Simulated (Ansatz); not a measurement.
# CH8OSi2 (SMILES C[SiH2][SiH2]O): levels of theory compared

We compute a comparison of 6 runs (B3LYP/6-31G*, CAM-B3LYP/6-31G*, PBE0/6-31G*, revPBE/6-31G*, RPA@PBE0/6-31G*, CCSD(T)/6-31G*) of CH8OSi2. 

Program for the calculation: Ansatz 0.2.0.

88 further runs of the same task are left out: 88 set aside as unsound or not needed. Runs told in other sessions of the task aren't counted.

**1. The structure to begin with**

CH8OSi2 has 12 atoms, charge 0, and is taken as a singlet. As SMILES, `C[SiH2][SiH2]O`. The Si3–H10 distance was set to 1.944 Å, away from the relaxed value.

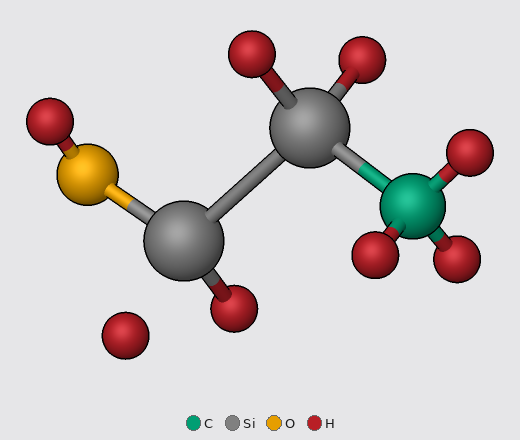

The structure, seen from a chosen angle (carbon teal, silicon grey, oxygen amber, hydrogen red).

**2. A single-point energy at B3LYP/6-31G(d) (spherical functions) (run 1)**

Contents of run.yaml:

```yaml
crystal:
  periodic: [false, false, false]
  atoms:
    - {symbol: C, position_ang: [-1.615405, 1.233587, 0.094866]}
    - {symbol: Si, position_ang: [-0.644305, -0.085813, 1.013666]}
    - {symbol: Si, position_ang: [0.678095, -1.355413, -0.453734]}
    - {symbol: O, position_ang: [1.617595, -2.471913, 0.328666]}
    - {symbol: H, position_ang: [-0.944305, 1.906187, -0.443434]}
    - {symbol: H, position_ang: [-2.210305, 1.830087, 0.789866]}
    - {symbol: H, position_ang: [-2.294805, 0.779987, -0.630234]}
    - {symbol: H, position_ang: [-1.570005, -0.981713, 1.764166]}
    - {symbol: H, position_ang: [0.255095, 0.552687, 2.021566]}
    - {symbol: H, position_ang: [1.768000, -0.141100, -1.510100]}
    - {symbol: H, position_ang: [-0.163105, -2.139613, -1.394634]}
    - {symbol: H, position_ang: [2.174995, -2.154413, 1.040066]}
basis:
  gaussian: {orbitals: 6-31G_st_-spherical.json}
hamiltonian: {xc: {name: B3LYP}}
output: {orbitals: {seedname: orbitals}}
accuracy: high
```

The basis set 6-31G* is read from a file made from the Basis Set Exchange's data (not shown).

Command:

```sh
$ ansatz run run.yaml --threads 1 --pin off --max-ram 2610MiB --events-out events.jsonl --progress --plain --runs-dir runs
```

Log:

```text
Warning: RAYON_NUM_THREADS=1 ignored (pool sized by the plan → 1); use --threads N
Functional definition: B3LYP
  name "B3LYP"
  parameter a0 = 0.2
  parameter ax = 0.72
  parameter ac = 0.81
  exchange = (1 - a0 - ax)*slater_x + ax*b88_x + a0*exact_x
  correlation = (1 - ac)*vwn_rpa_c + ac*lyp_c
1897 factors; integrals over basis functions are off by at most 3.9e-9 eV
mean field evaluation 1: about -18961.8865 eV, gradient 6.2e1 eV
mean field evaluation 2: about -18949.2754 eV, gradient 9.9e1 eV
mean field evaluation 4: about -18969.5173 eV, gradient 4.8e0 eV
mean field evaluation 8: about -18969.7770 eV, gradient 1.7e-1 eV
mean field evaluation 16: about -18969.7771 eV, gradient 1.7e-5 eV
mean field -18969.77706507 eV, -697.1264489646 hartree, gradient 4.8e-8 eV, S^2 0.000000; 0 other end points of the search recorded, 0 dependent functions left out
reference -18969.77711047 eV, -697.1264506330 hartree; 25, 25 occupied and 55, 55 virtual orbitals, 1897 factors
Total energy: -18969.77711047 eV, -697.1264506330 hartree
```

Run time: 5.1 s. Hardware: 1 thread of Intel Xeon 6975P-C (Granite Rapids), shared host; peak memory 0.29 GiB.

**3. A single-point energy at CAM-B3LYP/6-31G(d) (spherical functions) (run 2)**

Contents of in.yaml:

```yaml
crystal:
  periodic: [false, false, false]
  atoms:
    - symbol: C
      position_ang: [-1.615405, 1.233587, 0.094866]
    - symbol: Si
      position_ang: [-0.644305, -0.085813, 1.013666]
    - symbol: Si
      position_ang: [0.678095, -1.355413, -0.453734]
    - symbol: O
      position_ang: [1.617595, -2.471913, 0.328666]
    - symbol: H
      position_ang: [-0.944305, 1.906187, -0.443434]
    - symbol: H
      position_ang: [-2.210305, 1.830087, 0.789866]
    - symbol: H
      position_ang: [-2.294805, 0.779987, -0.630234]
    - symbol: H
      position_ang: [-1.570005, -0.981713, 1.764166]
    - symbol: H
      position_ang: [0.255095, 0.552687, 2.021566]
    - symbol: H
      position_ang: [1.768000, -0.141100, -1.510100]
    - symbol: H
      position_ang: [-0.163105, -2.139613, -1.394634]
    - symbol: H
      position_ang: [2.174995, -2.154413, 1.040066]
basis:
  gaussian: {orbitals: 6-31G_st_-spherical.json}
hamiltonian: {xc: {name: CAM-B3LYP}}
accuracy: high
output: {orbitals: {seedname: orbitals}}
```

The basis set 6-31G* is read from a file made from the Basis Set Exchange's data (not shown).

Command:

```sh
$ ansatz run in.yaml --threads 1 --pin off --max-ram 2610MiB --events-out events.jsonl --progress --plain --runs-dir runs
```

Log:

```text
Warning: RAYON_NUM_THREADS=1 ignored (pool sized by the plan → 1); use --threads N
Functional definition: CAM-B3LYP
  name "CAM-B3LYP"
  parameter alpha = 0.19
  parameter beta = 0.46
  parameter omega = 0.33/bohr
  parameter ac = 0.81
  exchange = (1 - alpha - beta)*b88_x + beta*b88_x_sr(omega) + alpha*exact_x + beta*exact_x_lr(omega)
  correlation = (1 - ac)*vwn5_c + ac*lyp_c
1897 factors; integrals over basis functions are off by at most 3.9e-9 eV
499 factors; integrals over basis functions are off by at most 2.2e-9 eV
mean field evaluation 1: about -18961.6756 eV, gradient 5.3e1 eV
mean field evaluation 2: about -18959.1587 eV, gradient 6.5e1 eV
mean field evaluation 4: about -18967.0525 eV, gradient 2.0e0 eV
mean field evaluation 8: about -18967.2544 eV, gradient 1.0e-1 eV
mean field evaluation 16: about -18967.2545 eV, gradient 1.3e-5 eV
mean field -18967.25448211 eV, -697.0337457508 hartree, gradient 8.3e-8 eV, S^2 0.000000; 0 other end points of the search recorded, 0 dependent functions left out
reference -18967.25450418 eV, -697.0337465618 hartree; 25, 25 occupied and 55, 55 virtual orbitals, 1897 factors
Total energy: -18967.25450418 eV, -697.0337465618 hartree
```

Wall time 5.7 s (1 thread of Intel Xeon 6975P-C (Granite Rapids), shared host); peak memory 0.33 GiB.

Runs 3 to 5 aren't shown in full; the table further down has their settings and results.

**4. A single-point energy at CCSD(T)/6-31G(d) (spherical functions) (run 6)**

Contents of job.yaml:

```yaml
crystal:
  periodic: [false, false, false]
  atoms:
    - symbol: C
      position_ang: [-1.615405, 1.233587, 0.094866]
    - symbol: Si
      position_ang: [-0.644305, -0.085813, 1.013666]
    - symbol: Si
      position_ang: [0.678095, -1.355413, -0.453734]
    - symbol: O
      position_ang: [1.617595, -2.471913, 0.328666]
    - symbol: H
      position_ang: [-0.944305, 1.906187, -0.443434]
    - symbol: H
      position_ang: [-2.210305, 1.830087, 0.789866]
    - symbol: H
      position_ang: [-2.294805, 0.779987, -0.630234]
    - symbol: H
      position_ang: [-1.570005, -0.981713, 1.764166]
    - symbol: H
      position_ang: [0.255095, 0.552687, 2.021566]
    - symbol: H
      position_ang: [1.768000, -0.141100, -1.510100]
    - symbol: H
      position_ang: [-0.163105, -2.139613, -1.394634]
    - symbol: H
      position_ang: [2.174995, -2.154413, 1.040066]
basis:
  gaussian:
    orbitals: 6-31G_st_-spherical.json
magnetization:
  spin_polarized: false
  initial_magnetization: 0
correlation:
  method: ccsd_t
  frozen_orbitals: {C: 1, H: 0, O: 1, Si: 5}
accuracy: high
scf:
  omitted_lower_state_checks: [cluster_reference, increment]
```

The basis set 6-31G* is read from a file made from the Basis Set Exchange's data (not shown).

Command:

```sh
$ ansatz run job.yaml --threads 1 --pin off --max-ram 2610MiB --events-out events.jsonl --progress --plain --runs-dir runs
```

Log:

```text
Warning: RAYON_NUM_THREADS=1 ignored (pool sized by the plan → 1); use --threads N
[... 11 lines left out ...]
12 core orbitals not correlated: weight in the atoms' cores, before any rotation towards them, 1.000 or more for the frozen orbitals, at most 0.000 for the correlated occupied ones
[... 24 lines left out ...]
Total energy: -18932.25980999 eV, -695.7477152707 hartree
Checks for a lower state left out: cluster_reference, increment
```

Run time: 8.1 s. Hardware: 1 thread of Intel Xeon 6975P-C (Granite Rapids), shared host; peak memory 0.4 GiB.

**5. The series**

| run | level | frozen core orbitals | energy (Eh) | HOMO energy (eV) | LUMO energy (eV) | HOMO–LUMO gap (eV) | wall time |
| --- | --- | --- | --- | --- | --- | --- | --- |
| 1 | B3LYP/6-31G* (spherical functions) | – | -697.126451 | -7.14 | -0.40 | 6.74 | 5.1 s |
| 2 | CAM-B3LYP/6-31G* (spherical functions) | – | -697.033747 | -8.61 | 0.82 | 9.43 | 5.7 s |
| 3 | PBE0/6-31G* (spherical functions) | – | -696.703332 | -7.37 | -0.24 | 7.13 | 5.1 s |
| 4 | revPBE/6-31G* (spherical functions) | – | -696.921392 | -6.12 | -0.95 | 5.17 | 4.2 s |
| 5 | RPA@PBE0/6-31G* (spherical functions) | 12 | -695.916212 | – | – | – | 8.1 s |
| 6 | CCSD(T)/6-31G* (spherical functions) | 12 | -695.747715 | – | – | – | 8.1 s |

**6. What came out**

| quantity | value |
| --- | --- |
| run 6: total energy | -695.74772 Eh |
| run 6: correlation energy (12 core orbitals frozen) | -540.0 mEh |
| run 6: (T) correction | -12.61 mEh |
| run 6: T1 diagnostic | 0.013 |

What this shows: Over runs 1, 2, 3, 4 the HOMO–LUMO gap runs from 5.17 eV (revPBE/6-31G*) to 9.43 eV (CAM-B3LYP/6-31G*). Totals of different functionals can't be ranked against each other. All runs together took 36 s, the longest 8.1 s.
